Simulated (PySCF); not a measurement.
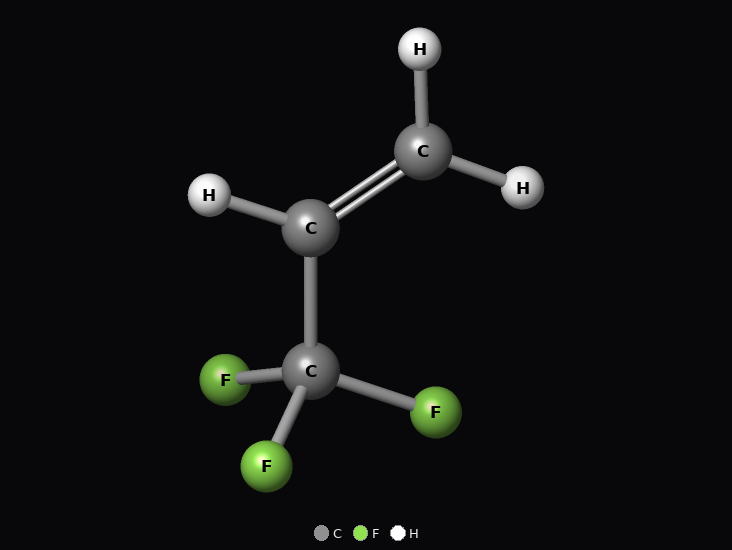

Double and triple bonds are drawn as two and three sticks.

The geometry was computed by an optimisation with GFN2-xTB. No frequency run is at hand to confirm it as a minimum.

> Which formula does it have?

C3H3F3, 9 atoms: 3 carbon, 3 hydrogen and 3 fluorine.

> What is its SMILES?

C=CC(F)(F)F

> Give the symmetry (Schoenflies symbol).

Cs.

> Name some functional groups or characteristic bonds that it holds.

Among them: alkene, C–F bond.

> How many bonds of each kind are drawn?

3 C–F, 3 C–H, 2 C–C.

The parts below concern this one geometry. Atoms keep their numbers from picture to picture.

## Shape

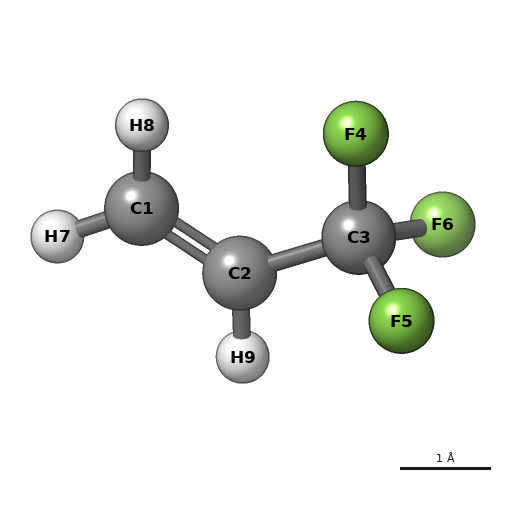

No frequency run is at hand to confirm it as a minimum.

What are the angles C2–C1–H7, C2–C1–H8, C1–C2–C3, C1–C2–H9, C3–C2–H9, C2–C3–F4, C2–C3–F5, F4–C3–F5, F5–C3–F6?

| angle | degrees |
| --- | --- |
| C2–C1–H7 | 121.2 |
| C2–C1–H8 | 121.7 |
| C1–C2–C3 | 122.9 |
| C1–C2–H9 | 123.8 |
| C3–C2–H9 | 113.3 |
| C2–C3–F4 | 113.7 |
| C2–C3–F5 | 111.8 |
| F4–C3–F5 | 106.6 |
| F5–C3–F6 | 106.1 |

## Electronic properties

No frequency run is at hand to confirm it as a minimum. Method: PBE0/pcSseg-1, gas phase (PySCF 2.14.0).

What does the calculation give?

- dipole moment: 2.51 D
- HOMO energy (Kohn–Sham orbital): −8.88 eV
- LUMO energy (Kohn–Sham orbital): −0.82 eV
- HOMO–LUMO gap: 8.06 eV

## NMR shielding

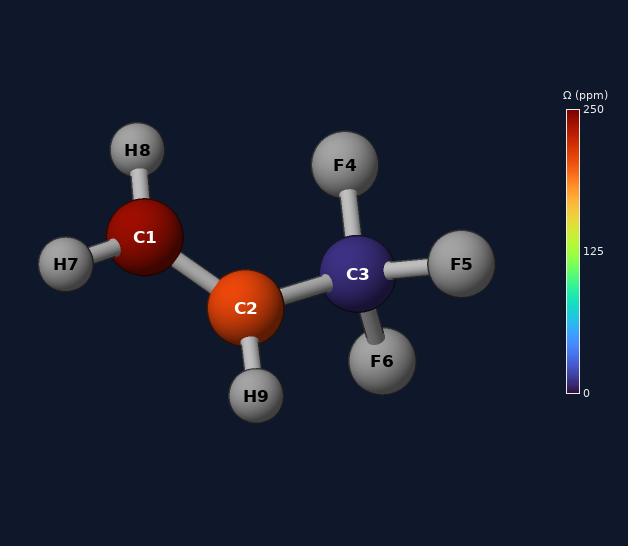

The C atoms are coloured by the span of their shielding tensor. No frequency run is at hand to confirm it as a minimum. Properties computed with GIAO PBE0/pcSseg-1 NMR shielding, non-relativistic, gas phase (PySCF 2.14.0). Principal shieldings σ11 ≤ σ22 ≤ σ33, span Ω = σ33 − σ11, skew κ = 3(σiso − σ22)/Ω.

> Which C atom has the most anisotropic shielding?

C1, with a span of 241 ppm.

Give the shielding tensors of the C atoms.

| atom | σ11 | σ22 | σ33 | σiso | Ω | κ |
| --- | --- | --- | --- | --- | --- | --- |
| C1 | −64.3 | 55.4 | 176.7 | 55.9 | 241.0 | 0.01 |
| C2 | −63.2 | 71.2 | 145.5 | 51.2 | 208.7 | −0.29 |
| C3 | 50.5 | 54.2 | 60.5 | 55.1 | 10.0 | 0.26 |

Shieldings and span in ppm.

## Charges

The questions are on Mulliken charges. No frequency run is at hand to confirm it as a minimum. Level of theory: PBE0/pcSseg-1, gas phase (PySCF 2.14.0).

> Which atom carries the highest charge (most positive or least negative)?

C3 (0.82 e).

> And the lowest?

C2 (−0.32 e).

List the Mulliken charges.

| atom | value (e) |
| --- | --- |
| C1 | −0.11 |
| C2 | −0.32 |
| C3 | 0.82 |
| F4 | −0.27 |
| F5 | −0.27 |
| F6 | −0.27 |
| H7 | 0.14 |
| H8 | 0.14 |
| H9 | 0.14 |

## Bond orders

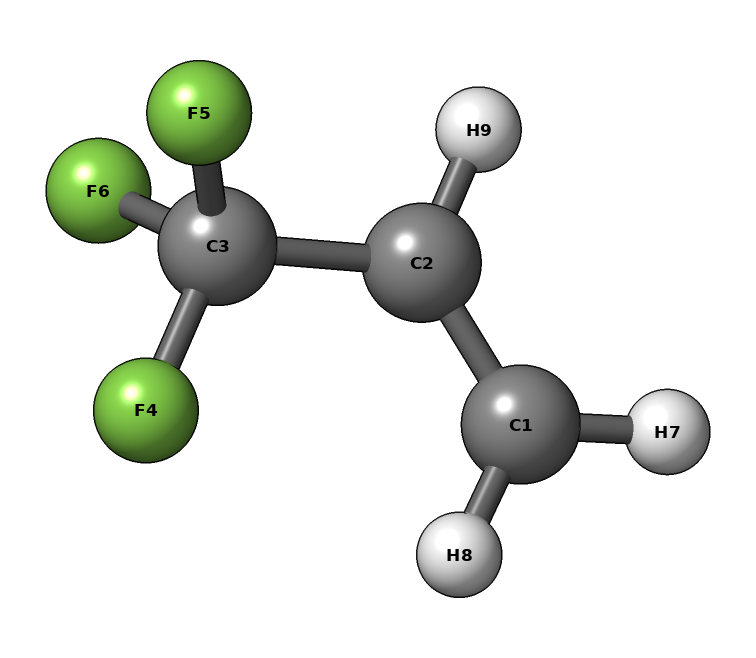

Every bond is drawn as one stick. No frequency run is at hand to confirm it as a minimum. Method: PBE0/pcSseg-1 (PySCF 2.14.0).

List the Mayer bond orders of C1–C2, C1–H7, C1–H8, C2–C3, C2–H9, C3–F4, C3–F5 (one bond of each equivalent set).

```json
{"bond": "C1–C2", "Mayer order": "1.96", "length (Å)": "1.319"}
{"bond": "C1–H7", "Mayer order": "0.95", "length (Å)": "1.076"}
{"bond": "C1–H8", "Mayer order": "0.95", "length (Å)": "1.077"}
{"bond": "C2–C3", "Mayer order": "1.02", "length (Å)": "1.498"}
{"bond": "C2–H9", "Mayer order": "0.94", "length (Å)": "1.079"}
{"bond": "C3–F4", "Mayer order": "1.02", "length (Å)": "1.339"}
{"bond": "C3–F5", "Mayer order": "0.99", "length (Å)": "1.346"}
```

Mulliken values depend strongly on the basis set and can even reverse the polarity of a bond.
